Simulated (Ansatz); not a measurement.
**Geometry relaxation, with input and output: Ga₇P₈H₂₆ (charge +2) (part 2 of 2)**

Continued. System: Ga₇P₈H₂₆ (Ga7P8 zinc blende off rod), charge +2, multiplicity 2. Method: UKS r2SCAN-D4/def2-SVP (Ansatz 0.2.0). The geometry: r2SCAN-D4/def2-SVP start.

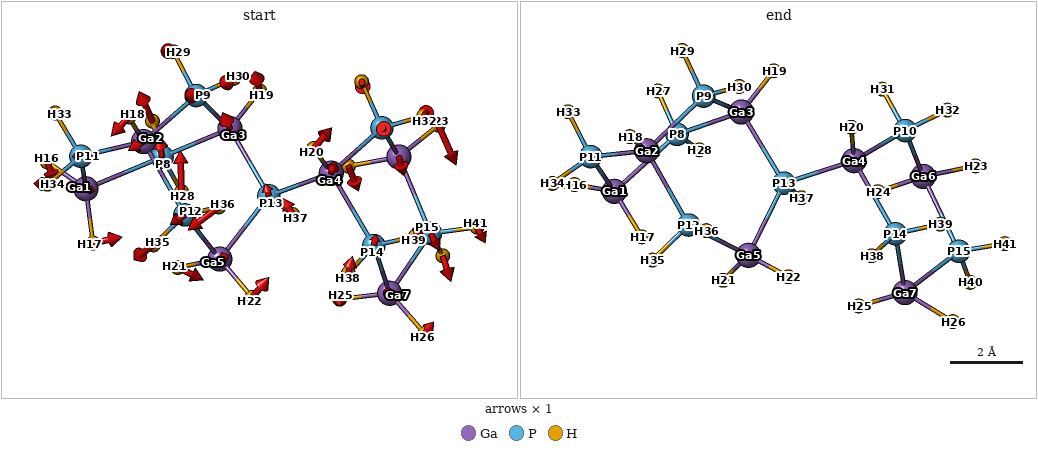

Fig. 1: Before (left) and after (right) the relaxation, at one scale (ball-and-stick view, seen at an oblique angle). The red arrows give the displacements, at true length. The atom that moves furthest after the best rigid fit is H23 (1.27 Å). By element the largest moves are H 1.27 Å, P 0.69 Å, Ga 0.68 Å. Among the contacts that change: Ga6–P15 2.412 → 2.506 Å, Ga7–P15 2.416 → 2.501 Å, Ga7–P14 2.436 → 2.379 Å, Ga6–P10 2.436 → 2.387 Å. Among the angles that change: P15–Ga7–H26 110.0° → 79.8°, P15–Ga6–H23 110.5° → 84.2°, Ga6–P15–Ga7 125.8° → 112.7°. The energy falls by 7.15 kcal/mol in 44 geometry steps. Largest force component: 0.63 eV/Å at the start, 0.025 eV/Å at the end. The line search rejected the trial steps at points 23, 26, 36, 39, 40 (counted from 0) and went back. (Atoms are counted from 1 in the order of the input.)

```
Total energy: -441294.80080844 eV, -16217.2848093510 hartree
Atom 0 at    -1.967691     1.849837    -4.057048 Å, force    -0.001511     0.003234     0.007977 eV/Å
Atom 1 at     1.346696    -0.640699    -4.318237 Å, force     0.004524    -0.004185     0.003059 eV/Å
Atom 2 at    -1.447374    -1.417605    -1.306322 Å, force    -0.001119    -0.002261     0.001412 eV/Å
Atom 3 at     0.979754    -1.519742     1.621649 Å, force     0.001372    -0.002557    -0.000557 eV/Å
Atom 4 at     1.324046     1.770862    -0.620840 Å, force    -0.003741    -0.005567    -0.003715 eV/Å
Atom 5 at    -1.983693    -0.498499     4.419442 Å, force    -0.001675    -0.006663     0.005239 eV/Å
Atom 6 at     1.442794     1.838173     4.013664 Å, force     0.003137    -0.005053    -0.002219 eV/Å
Atom 7 at    -2.787862     0.079990    -2.576828 Å, force     0.002543    -0.004430    -0.003732 eV/Å
Atom 8 at     0.173844    -2.188261    -2.894390 Å, force    -0.008625     0.003689    -0.007589 eV/Å
Atom 9 at    -0.727164    -2.140149     3.225248 Å, force    -0.002267     0.003384    -0.004569 eV/Å
Atom 10 at    -0.453867     0.482519    -5.381050 Å, force    -0.002369     0.002734    -0.000166 eV/Å
Atom 11 at     2.187871     0.972673    -2.750602 Å, force    -0.005147     0.002173     0.000809 eV/Å
Atom 12 at    -0.105510    -0.066863     0.132161 Å, force    -0.003620     0.007232    -0.000791 eV/Å
Atom 13 at     2.369381    -0.120139     3.031329 Å, force     0.024950     0.005056     0.008424 eV/Å
Atom 14 at    -0.239627     0.867598     5.589971 Å, force     0.005008     0.008937     0.022011 eV/Å
Atom 15 at    -3.165796     2.303411    -4.925316 Å, force     0.003385     0.000008    -0.000912 eV/Å
Atom 16 at    -0.999921     2.676122    -3.158235 Å, force     0.000353    -0.000687    -0.003012 eV/Å
Atom 17 at     2.440053    -1.312338    -5.184612 Å, force    -0.002265     0.001280     0.000195 eV/Å
Atom 18 at    -2.189705    -2.567731    -0.562742 Å, force     0.001611     0.001927    -0.000323 eV/Å
Atom 19 at     1.767287    -2.738784     1.072784 Å, force    -0.000071     0.000977     0.000238 eV/Å
Atom 20 at     0.378027     2.970876    -0.884443 Å, force     0.001212     0.001743     0.000378 eV/Å
Atom 21 at     2.541188     1.737507     0.364514 Å, force     0.003182    -0.001387     0.000539 eV/Å
Atom 22 at    -2.324102    -1.017058     5.872367 Å, force     0.001727     0.002079    -0.003964 eV/Å
Atom 23 at    -2.712309     0.470182     3.461604 Å, force     0.000070    -0.000643     0.000772 eV/Å
Atom 24 at     0.709480     2.760880     3.018896 Å, force     0.002394    -0.005355     0.004151 eV/Å
Atom 25 at     2.150023     2.146771     5.405694 Å, force    -0.004052    -0.001246    -0.009923 eV/Å
Atom 26 at    -3.744232    -0.740861    -3.231793 Å, force     0.000796    -0.002102     0.000913 eV/Å
Atom 27 at    -3.646660     0.678224    -1.617496 Å, force    -0.000012     0.000019    -0.002752 eV/Å
Atom 28 at    -0.433713    -3.176047    -3.713070 Å, force     0.001164     0.000361     0.002540 eV/Å
Atom 29 at     1.117062    -3.005459    -2.218357 Å, force     0.002454     0.000626     0.001735 eV/Å
Atom 30 at    -1.690224    -2.878632     2.488834 Å, force     0.001661     0.000395     0.000330 eV/Å
Atom 31 at    -0.273227    -3.148331     4.114790 Å, force     0.001585    -0.002214     0.004145 eV/Å
Atom 32 at    -1.100166    -0.463303    -6.219388 Å, force     0.001742     0.000978     0.001191 eV/Å
Atom 33 at     0.147784     1.295769    -6.376555 Å, force    -0.000584    -0.001467     0.002784 eV/Å
Atom 34 at     2.430241     2.134450    -3.530239 Å, force     0.001786    -0.000237     0.002456 eV/Å
Atom 35 at     3.535103     0.574177    -2.547382 Å, force     0.002726    -0.001681    -0.000900 eV/Å
Atom 36 at    -1.064042     0.570216     0.971146 Å, force     0.000954     0.000165    -0.001001 eV/Å
Atom 37 at     3.492536     0.288651     2.267917 Å, force    -0.021258    -0.007949     0.016383 eV/Å
Atom 38 at     3.010215    -0.893179     4.036578 Å, force    -0.011857     0.013677    -0.018853 eV/Å
Atom 39 at    -0.868102     1.911095     6.319174 Å, force     0.007968    -0.013187    -0.009768 eV/Å
Atom 40 at     0.381595     0.153689     6.647218 Å, force    -0.008133     0.008196    -0.012936 eV/Å
Dipole moment:     0.158328    -0.633215     1.786654 e Å
Checks for a lower state left out: stability, starts, cluster_reference, orbital_swaps, neighbouring_geometries, increment
```

### Trajectory as extended XYZ (Å, eV, eV/Å), 2 of the 45 frames kept, from step=1 to step=45
```
41
Properties=species:S:1:pos:R:3:forces:R:3 step=1 energy=-441294.49080
Ga   -2.0598    1.8517   -4.3215    0.4569   0.2155   0.1722
Ga    1.2315   -0.9649   -3.9264    0.1313  -0.1360   0.0609
Ga   -1.6543   -0.9214   -0.9038   -0.0513  -0.4981  -0.1538
Ga    1.3558   -1.2521    1.5296   -0.0462  -0.2733  -0.2381
Ga    1.1711    1.9917   -0.8231    0.0207  -0.0901  -0.2718
Ga   -1.9025   -1.0627    4.0923   -0.0463   0.0615  -0.5837
Ga    1.1810    1.9296    4.1824   -0.1174   0.0132  -0.6323
P    -2.7594    0.6906   -2.2855   -0.1848   0.2415  -0.0165
P    -0.2705   -2.1288   -2.4641   -0.0011  -0.0178   0.0001
P    -0.1901   -2.3697    2.9548   -0.0553  -0.2173   0.1707
P    -0.3152    0.3598   -5.1639   -0.1103   0.0721  -0.2530
P     2.3066    0.5507   -2.4428    0.0176   0.0901   0.0212
P    -0.0256    0.2482    0.3232    0.1566   0.4018   0.0895
P     2.4734    0.2163    3.0293    0.1166   0.3258   0.2961
P    -0.4371    0.4754    5.2337   -0.1089   0.1120   0.5634
H    -3.2468    1.7049   -5.3160   -0.1578  -0.1821  -0.0538
H    -1.3107    3.1333   -3.8657   -0.0405  -0.0669   0.0143
H     2.1494   -1.8937   -4.7659   -0.0585   0.0466  -0.0131
H    -2.6168   -1.8795   -0.1440    0.0116   0.0674   0.0177
H     2.2429   -2.1536    0.6148   -0.0760   0.0363   0.0359
H     0.1687    2.8288   -1.6731   -0.0193   0.0314   0.0402
H     2.2976    2.5310    0.1102   -0.0075   0.0199   0.0995
H    -2.6195   -1.9911    5.1123    0.1254  -0.0528   0.2619
H    -2.5766   -0.2578    2.9336    0.0836   0.0230   0.0466
H     0.4226    2.6606    3.0296    0.0055  -0.0573   0.0573
H     2.0952    2.5759    5.2602    0.0668  -0.1172   0.2810
H    -4.0444    0.1360   -2.5258    0.0004  -0.0815   0.0644
H    -3.1401    1.7003   -1.3631   -0.0147   0.0275  -0.0182
H    -1.0678   -2.9965   -3.2564   -0.0357   0.0151   0.0278
H     0.4701   -3.1021   -1.7437    0.0029   0.0070   0.0058
H    -0.8113   -3.3751    2.1672    0.0319   0.0306  -0.0349
H     0.5402   -3.2095    3.8382   -0.0214   0.0172   0.0174
H    -0.8687   -0.5530   -6.1005    0.0023  -0.0218   0.0070
H     0.4850    1.1131   -6.0629   -0.0055   0.0255   0.0093
H     3.1380    1.3410   -3.2799   -0.0144   0.0270   0.0151
H     3.3188   -0.2238   -1.8163   -0.0086  -0.0272   0.0036
H    -0.7887    0.8976    1.3327    0.0124   0.0112   0.0214
H     3.5162    0.8289    2.2860   -0.0365  -0.0377  -0.0894
H     3.2624   -0.5690    3.9126   -0.0272  -0.0518  -0.0338
H    -1.2932    1.3337    5.9736    0.0054   0.0226  -0.0093
H     0.1726   -0.1947    6.3278   -0.0027  -0.0129   0.0015
41
Properties=species:S:1:pos:R:3:forces:R:3 step=45 energy=-441294.80077
Ga   -1.9677    1.8498   -4.0570   -0.0015   0.0032   0.0080
Ga    1.3467   -0.6407   -4.3182    0.0045  -0.0042   0.0031
Ga   -1.4474   -1.4176   -1.3063   -0.0011  -0.0023   0.0014
Ga    0.9798   -1.5197    1.6216    0.0014  -0.0026  -0.0006
Ga    1.3240    1.7709   -0.6208   -0.0037  -0.0056  -0.0037
Ga   -1.9837   -0.4985    4.4194   -0.0017  -0.0067   0.0052
Ga    1.4428    1.8382    4.0137    0.0031  -0.0051  -0.0022
P    -2.7879    0.0800   -2.5768    0.0025  -0.0044  -0.0037
P     0.1738   -2.1883   -2.8944   -0.0086   0.0037  -0.0076
P    -0.7272   -2.1401    3.2252   -0.0023   0.0034  -0.0046
P    -0.4539    0.4825   -5.3811   -0.0024   0.0027  -0.0002
P     2.1879    0.9727   -2.7506   -0.0051   0.0022   0.0008
P    -0.1055   -0.0669    0.1322   -0.0036   0.0072  -0.0008
P     2.3694   -0.1201    3.0313    0.0249   0.0051   0.0084
P    -0.2396    0.8676    5.5900    0.0050   0.0089   0.0220
H    -3.1658    2.3034   -4.9253    0.0034   0.0000  -0.0009
H    -0.9999    2.6761   -3.1582    0.0004  -0.0007  -0.0030
H     2.4401   -1.3123   -5.1846   -0.0023   0.0013   0.0002
H    -2.1897   -2.5677   -0.5627    0.0016   0.0019  -0.0003
H     1.7673   -2.7388    1.0728   -0.0001   0.0010   0.0002
H     0.3780    2.9709   -0.8844    0.0012   0.0017   0.0004
H     2.5412    1.7375    0.3645    0.0032  -0.0014   0.0005
H    -2.3241   -1.0171    5.8724    0.0017   0.0021  -0.0040
H    -2.7123    0.4702    3.4616    0.0001  -0.0006   0.0008
H     0.7095    2.7609    3.0189    0.0024  -0.0054   0.0042
H     2.1500    2.1468    5.4057   -0.0041  -0.0012  -0.0099
H    -3.7442   -0.7409   -3.2318    0.0008  -0.0021   0.0009
H    -3.6467    0.6782   -1.6175    0.0000   0.0000  -0.0028
H    -0.4337   -3.1760   -3.7131    0.0012   0.0004   0.0025
H     1.1171   -3.0055   -2.2184    0.0025   0.0006   0.0017
H    -1.6902   -2.8786    2.4888    0.0017   0.0004   0.0003
H    -0.2732   -3.1483    4.1148    0.0016  -0.0022   0.0041
H    -1.1002   -0.4633   -6.2194    0.0017   0.0010   0.0012
H     0.1478    1.2958   -6.3766   -0.0006  -0.0015   0.0028
H     2.4302    2.1345   -3.5302    0.0018  -0.0002   0.0025
H     3.5351    0.5742   -2.5474    0.0027  -0.0017  -0.0009
H    -1.0640    0.5702    0.9711    0.0010   0.0002  -0.0010
H     3.4925    0.2887    2.2679   -0.0213  -0.0079   0.0164
H     3.0102   -0.8932    4.0366   -0.0119   0.0137  -0.0189
H    -0.8681    1.9111    6.3192    0.0080  -0.0132  -0.0098
H     0.3816    0.1537    6.6472   -0.0081   0.0082  -0.0129
```

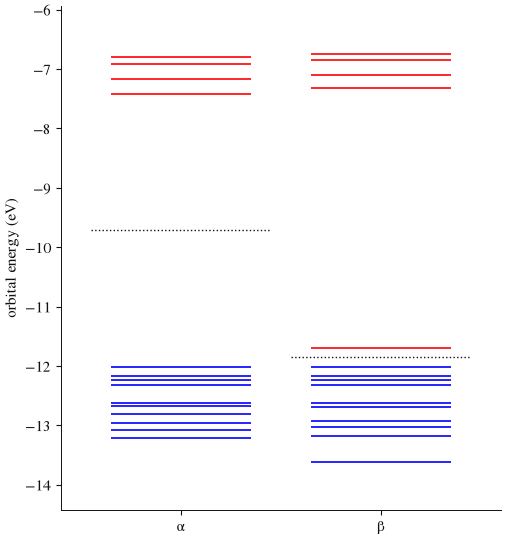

Fig. 2: Orbital energies near the frontier for α and β spins; the dotted line parts filled from empty levels, and levels within 0.02 eV of each other stand side by side. α: highest filled −12.01 eV, lowest empty −7.42 eV, 4.59 eV apart; β: highest filled −12.01 eV, lowest empty −11.70 eV, 0.31 eV apart.

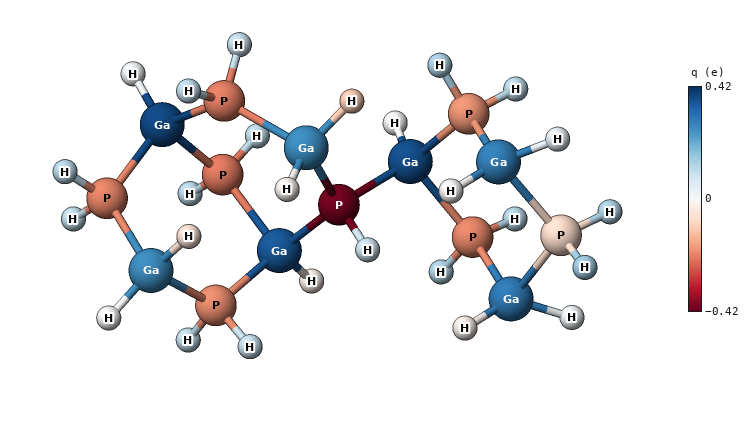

Fig. 3: Mulliken charges, as the colour of each atom (ball-and-stick view, seen at a tilt). By element: Ga +0.26 to +0.38, P −0.40 to −0.07 and H −0.11 to +0.15 e.

### Results in brief

- outcome: converged
- total energy: −441294.8008 eV
- mean-field energy: −441294.1446 eV
- dispersion energy: −0.6562 eV
- ⟨S²⟩: 0.758
- HOMO (either spin): −12.01 eV
- LUMO (either spin): −11.70 eV
- largest force (length of the vector) at the end: 0.028 eV/Å
- wall time: 6.4 min (CPU time 8.9 min)
- peak memory: 1.2 GiB
